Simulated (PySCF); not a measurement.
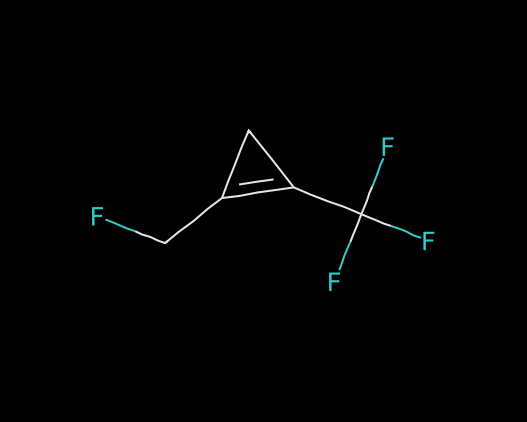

Structural formula above. The computed structure is the end point of a GFN2-xTB optimisation. No frequency run is at hand to confirm it as a minimum.

Describe the 3D structure.

It has 13 atoms: 5 carbon, 4 hydrogen and 4 fluorine (C₅H₄F₄). SMILES: `FCC1=C(C(F)(F)F)C1`. Independent rings (smallest set): 1 of 3 members. Among its groups: alkene, C–F bond. The point group is Cs. Coordination, clear cases only: 2 C tetrahedral.

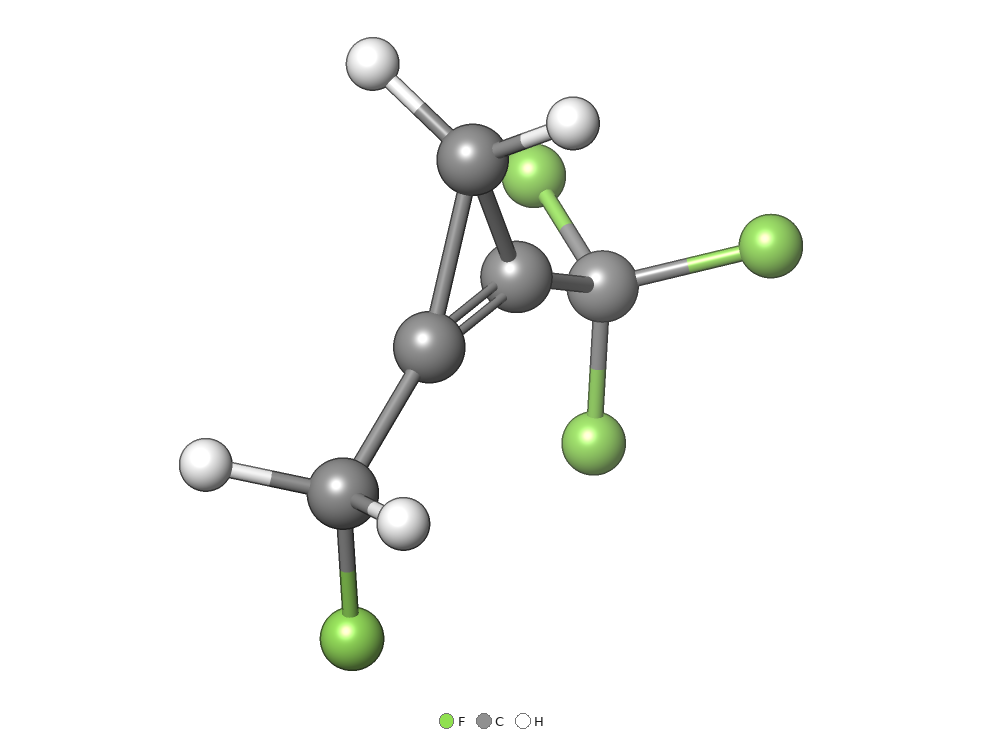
